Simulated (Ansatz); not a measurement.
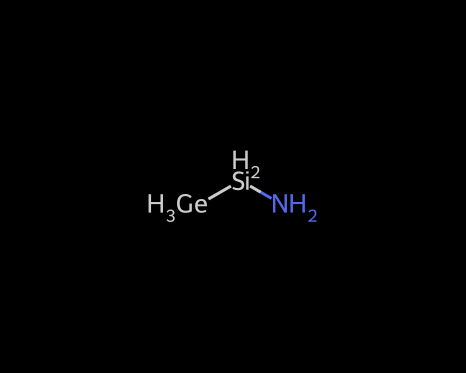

2D structure.

Question: Transcribe the drawing into SMILES.

Answer: N[SiH2][GeH3]

Question: Give the formula, hydrogens included.

Answer: GeH7NSi.

Question: An optimisation with PBE0-D4/def2-TZVP gave a structure of which point group?

Answer: C1.

The parts below concern this one geometry. Atoms keep their numbers from picture to picture. The computed structure is the end point of a PBE0-D4/def2-TZVP optimisation.

**Geometry**

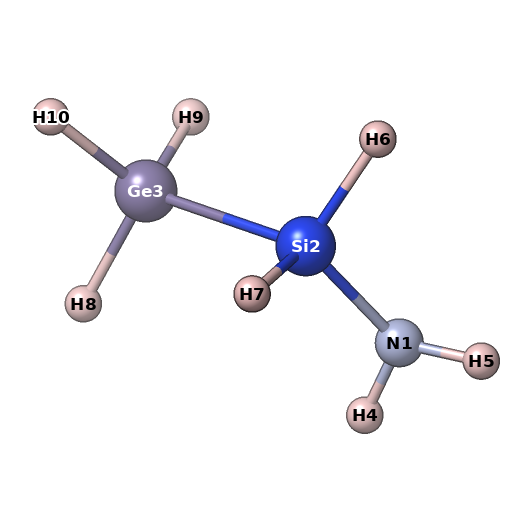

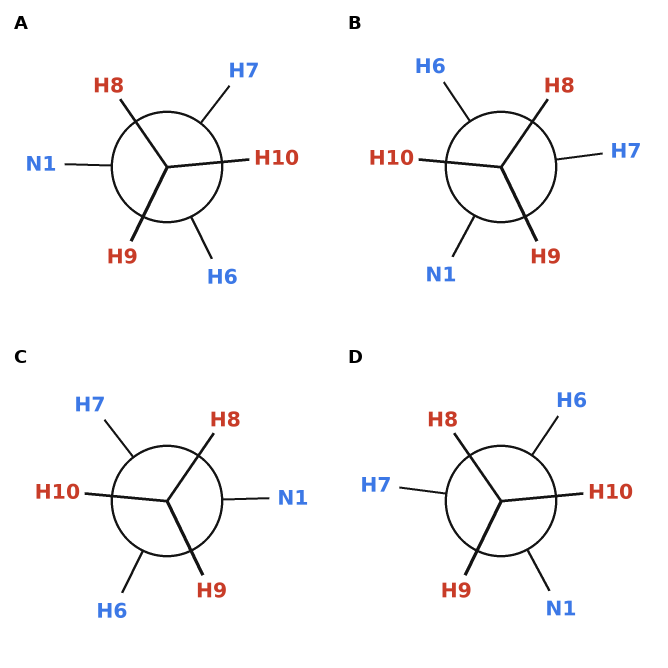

Atoms fade into the background with distance from the viewer. Bonds that would overlap in a projection are set slightly apart.

Question: Which Newman projection shows the view along Ge3–Si2, with Ge3 in front?

Answer: C. The torsion angle H8–Ge3–Si2–N1 is 54°, synclinal (gauche).

**Electronic properties**

Properties computed with RKS ωB97M-V/def2-TZVPP (Ansatz 0.2.0).

Question: Estimate the HOMO energy (Kohn–Sham orbital).

Answer: −9.56 eV.

Question: What is the LUMO energy (Kohn–Sham orbital)?

Answer: 1.59 eV.

Question: Give the dipole moment at this level.

Answer: 1.59 D.

**Vibrations**

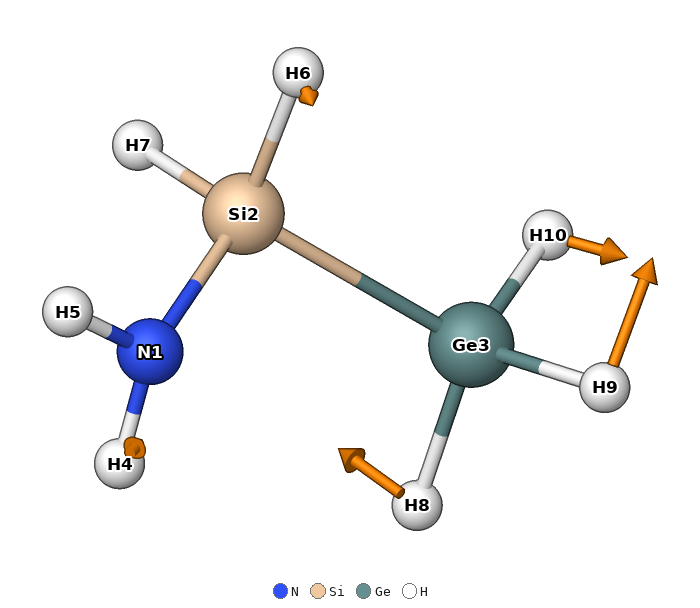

The arrows show one normal mode. Harmonic vibrations computed with RKS PBE0-D4/def2-TZVP (Ansatz 0.2.0) at a stationary point of the same level.

Question: Describe the motion.

Answer: Mostly H–Ge–H bending.

Question: At what wavenumber does it lie?

Answer: 888 cm⁻¹; it is mode 14 of 24 counted from the lowest.

**Charges**

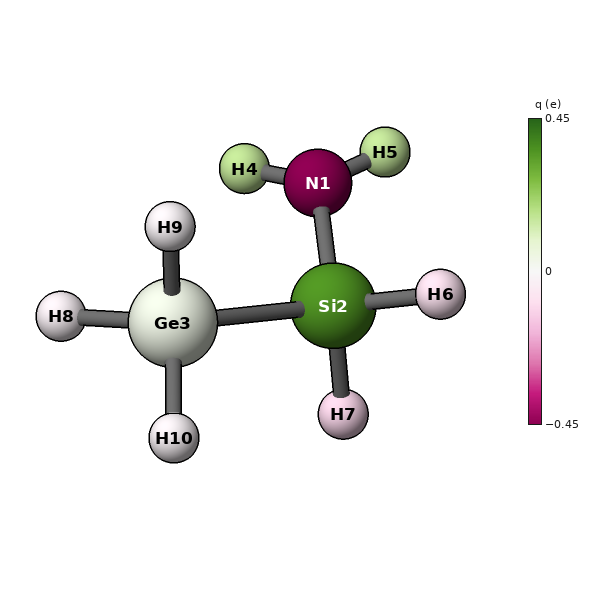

Atoms are coloured by their Mulliken charges. Level of theory: RKS r2SCAN-D4/def2-TZVPP (Ansatz 0.2.0).

Question: Which atom carries the highest charge (most positive or least negative)?

Answer: Si2 (0.35 e).

Question: And the lowest?

Answer: N1 (−0.45 e).

List the Mulliken charges.

| atom | value (e) |
| --- | --- |
| N1 | −0.45 |
| Si2 | 0.35 |
| Ge3 | 0.04 |
| H4 | 0.16 |
| H5 | 0.15 |
| H6 | −0.08 |
| H7 | −0.11 |
| H8 | −0.02 |
| H9 | −0.02 |
| H10 | −0.02 |

Mulliken values depend strongly on the basis set and can even reverse the polarity of a bond.
